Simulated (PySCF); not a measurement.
# NMR shielding calculation of C$_{5}$H$_{10}$NPSi

The run: NMR shielding calculation of C$_{5}$H$_{10}$NPSi. Method and program: GIAO wB97X/def2-SVPD NMR shielding, non-relativistic, gas phase (PySCF 2.14.0).

The geometry comes from this level: GFN2-xTB. It belongs to a series of runs on one base structure; here: wB97X/def2-SVPD; damp 0.3. Figures and captions count atoms from 1; the log counts them from 0 in places.

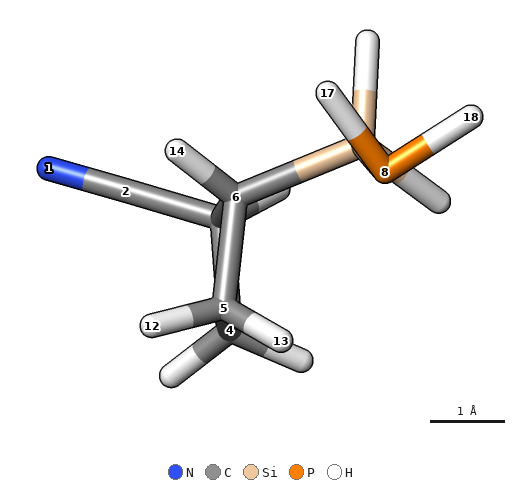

**Figure 1.** The input geometry (stick view, seen at a tilt; atoms are numbered from 1 in the order of the input).

Input
```
{"job": {"kind": "nmr", "xc": "wB97X", "basis": "def2-SVPD", "pop": false, "scf": {"damp": 0.3}}, "charge": 0, "multiplicity": 1}
N     -2.153043     3.094451     0.226233
C     -1.737132     2.081630    -0.106996
C     -1.197081     0.806832    -0.478870
C     -1.908653    -0.379257     0.205668
C     -0.720200    -0.534123     1.161479
C      0.091552     0.455332     0.305498
Si     1.440787    -0.353254    -0.763644
P      2.812742    -1.424822     0.640853
H     -1.124491     0.753205    -1.567398
H     -2.038339    -1.224607    -0.466829
H     -2.864430    -0.141302     0.669824
H     -0.930393    -0.162414     2.163388
H     -0.307221    -1.539786     1.242286
H      0.489313     1.301425     0.870309
H      0.832486    -1.373231    -1.628826
H      2.053420     0.673234    -1.617609
H      3.506751    -0.295880     1.038850
H      3.745172    -1.731113    -0.332534
```

The first line tells a small driver script what to run in PySCF; the rest is the geometry in Å.

Launch command:
```bash
OMP_NUM_THREADS=1 python <driver script> task.json out
```

The program's output
```
damping 0.30 in the first 6 cycles
final grid: 144608 points
cycle   1  E = -881.5880834630  dE =  1.228e+00  |g| = 5.201e-01  |ddm| = 6.368e+00
cycle   2  E = -881.6258939810  dE = -3.781e-02  |g| = 4.508e-01  |ddm| = 1.139e+00
cycle   3  E = -881.6444933101  dE = -1.860e-02  |g| = 3.401e-01  |ddm| = 9.855e-01
cycle   4  E = -881.6553247486  dE = -1.083e-02  |g| = 2.631e-01  |ddm| = 6.326e-01
cycle   5  E = -881.6615657024  dE = -6.241e-03  |g| = 1.969e-01  |ddm| = 5.202e-01
cycle   6  E = -881.6514927140  dE =  1.007e-02  |g| = 2.962e-01  |ddm| = 5.258e-01
cycle   7  E = -881.6294988549  dE =  2.199e-02  |g| = 4.436e-01  |ddm| = 7.905e-01
cycle   8  E = -881.6696160970  dE = -4.012e-02  |g| = 3.449e-03  |ddm| = 4.632e-01
cycle   9  E = -881.6696192495  dE = -3.153e-06  |g| = 9.530e-04  |ddm| = 1.548e-02
cycle  10  E = -881.6696195324  dE = -2.829e-07  |g| = 2.687e-04  |ddm| = 2.901e-03
cycle  11  E = -881.6696195610  dE = -2.859e-08  |g| = 7.847e-05  |ddm| = 1.086e-03
cycle  12  E = -881.6696195643  dE = -3.287e-09  |g| = 2.752e-05  |ddm| = 3.669e-04
cycle  13  E = -881.6696195647  dE = -4.086e-10  |g| = 6.383e-06  |ddm| = 1.247e-04
converged SCF energy = -881.6696195647

GIAO shielding tensors (ppm)
atom      isotropic    diamagn.    paramagn.     s11        s22        s33       span
  0 N        6.618     304.093    -297.474   -138.122   -124.651    282.628    420.751
  1 C       79.491     286.220    -206.729    -33.635    -23.876    295.985    329.621
  2 C      179.432     251.247     -71.815    170.945    178.353    188.998     18.052
  3 C      176.992     219.089     -42.097    161.630    175.568    193.777     32.147
  4 C      179.981     222.479     -42.497    168.289    176.066    195.589     27.300
  5 C      179.755     237.186     -57.431    162.745    178.421    198.098     35.352
  6 Si     446.893     886.340    -439.446    404.900    444.188    491.592     86.692
  7 P      685.810     961.586    -275.776    617.423    673.983    766.024    148.600
  8 H       29.444      34.328      -4.884     24.471     29.507     34.355      9.883
  9 H       29.492      27.934       1.558     26.127     27.438     34.913      8.786
 10 H       29.705      30.501      -0.795     26.070     27.208     35.838      9.768
 11 H       29.265      29.226       0.039     25.907     27.240     34.648      8.741
 12 H       29.921      32.284      -2.363     25.212     29.478     35.071      9.858
 13 H       30.023      37.212      -7.189     25.843     30.029     34.198      8.355
 14 H       27.543      33.332      -5.789     24.051     26.659     31.919      7.868
 15 H       27.108      32.496      -5.389     23.051     25.730     32.542      9.490
 16 H       31.095      30.310       0.784     25.402     28.520     39.363     13.961
 17 H       31.043      27.187       3.856     25.559     27.577     39.993     14.435
```

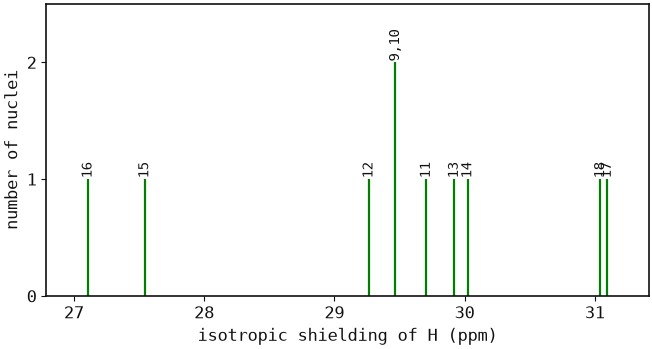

**Figure 2.** Isotropic shieldings of the hydrogen nuclei in this fixed geometry, labelled by atom number; shielding grows to the right, so chemical shift grows to the left. The least shielded is H16 (27.1 ppm), the most shielded H17 (31.1 ppm).

Summary

```csv
quantity,value
outcome,converged
total energy,−881.669620 hartree
HOMO,−10.06 eV
LUMO,1.75 eV
dipole moment,3.72 D
"isotropic shielding, N",6.6 ppm
"isotropic shielding, C",79.5 to 180.0 ppm
"isotropic shielding, Si",446.9 ppm
"isotropic shielding, P",685.8 ppm
"isotropic shielding, H",27.1 to 31.1 ppm
hardware,"1 CPU thread, shared host"
wall time,88 s
peak memory,1.2 GiB
```

Settings chosen away from the usual ones: wB97X/def2-SVPD; damp 0.3.
